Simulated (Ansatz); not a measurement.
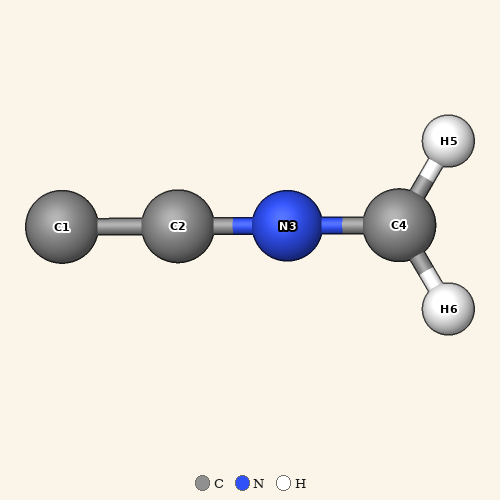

The system is C3H2N, spin multiplicity 2; the picture shows the reference structure. The first coordinate is: umbrella angle at C4 (between each of its bonds and their common axis; 90 is planar); the second: change of the bonds C4–N3, C4–H5, C4–H6, all alike. Nothing is relaxed (all other coordinates rigid). Grid: 11 × 11 points; 66 points were computed and 55 follow by symmetry. Points are written as (first, second). All energies are given in eV relative to the relaxed molecule at the same level. Computed with Ansatz 0.2.0, UKS r2SCAN-D4/def2-SVP.

Its coordinates:

```xyz
6

C     0.5397   -2.5946    0.6744
C     0.2809   -1.3505    0.3510
N     0.0370   -0.1774    0.0460
C    -0.2130    1.0238   -0.2661
H     0.3583    1.5189   -1.0647
H    -1.0030    1.5797    0.2595
```

Range: umbrella angle at C4 (between each of its bonds and their common axis; 90 is planar) from 66.0 to 114.0°; change of the bonds C4–N3, C4–H5, C4–H6, all alike from −0.127 to 0.196 Å.

What will the energy surface look like?

Answer. The lowest grid point is at (90.0°, 0.002 Å), 0.00 eV from the relaxed molecule at the same level. No other kind of well shows on this grid. The highest grid point, (66.0°, −0.127 Å), lies 3.04 eV above the lowest. Round the minimum the two coordinates are nearly uncoupled.

| second ↓, first → | 66.0 | 70.8 | 75.6 | 80.4 | 85.2 | 90.0 | 94.8 | 99.6 | 104.4 | 109.2 | 114.0 |
| --- | --- | --- | --- | --- | --- | --- | --- | --- | --- | --- | --- |
| 0.196 | 2.36 | 2.15 | 2.02 | 1.95 | 1.92 | 1.91 | 1.92 | 1.95 | 2.02 | 2.15 | 2.36 |
| 0.164 | 1.97 | 1.74 | 1.58 | 1.49 | 1.44 | 1.42 | 1.44 | 1.49 | 1.58 | 1.74 | 1.97 |
| 0.132 | 1.63 | 1.37 | 1.18 | 1.06 | 1.00 | 0.98 | 1.00 | 1.06 | 1.18 | 1.37 | 1.63 |
| 0.099 | 1.35 | 1.05 | 0.83 | 0.69 | 0.61 | 0.59 | 0.61 | 0.69 | 0.83 | 1.05 | 1.35 |
| 0.067 | 1.15 | 0.82 | 0.57 | 0.41 | 0.32 | 0.29 | 0.32 | 0.41 | 0.57 | 0.82 | 1.15 |
| 0.035 | 1.06 | 0.68 | 0.41 | 0.23 | 0.12 | 0.08 | 0.12 | 0.23 | 0.41 | 0.68 | 1.06 |
| 0.002 | 1.08 | 0.67 | 0.37 | 0.16 | 0.04 | 0.00 | 0.04 | 0.16 | 0.37 | 0.67 | 1.08 |
| −0.030 | 1.26 | 0.81 | 0.48 | 0.25 | 0.11 | 0.07 | 0.11 | 0.25 | 0.48 | 0.81 | 1.26 |
| −0.062 | 1.61 | 1.13 | 0.77 | 0.51 | 0.37 | 0.32 | 0.37 | 0.51 | 0.77 | 1.13 | 1.61 |
| −0.095 | 2.21 | 1.68 | 1.29 | 1.01 | 0.85 | 0.80 | 0.85 | 1.01 | 1.29 | 1.68 | 2.21 |
| −0.127 | 3.04 | 2.48 | 2.05 | 1.76 | 1.58 | 1.52 | 1.58 | 1.76 | 2.05 | 2.48 | 3.04 |

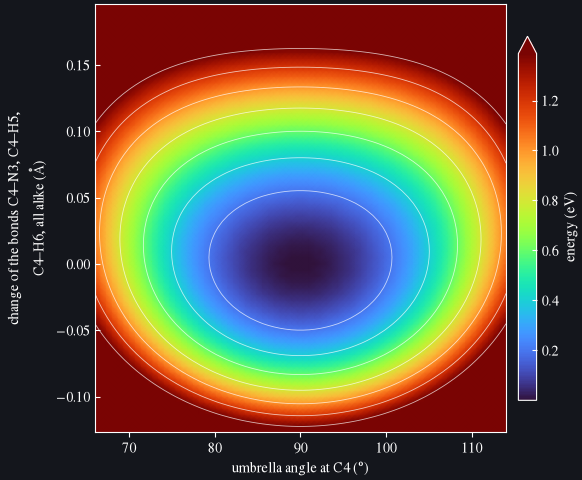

Drawn: a smooth colour map with a few white contour lines, one colour for all values above the top of the scale. Between grid points the surface is interpolated.

Each point was launched as `ansatz run input.yaml --threads 1 --pin off --max-ram 2560MiB --backend cpu --events-out ev --progress --plain --runs-dir out`. The whole map (66 points run) took 9 min on 1 thread of Arm Neoverse V2, on a shared host.
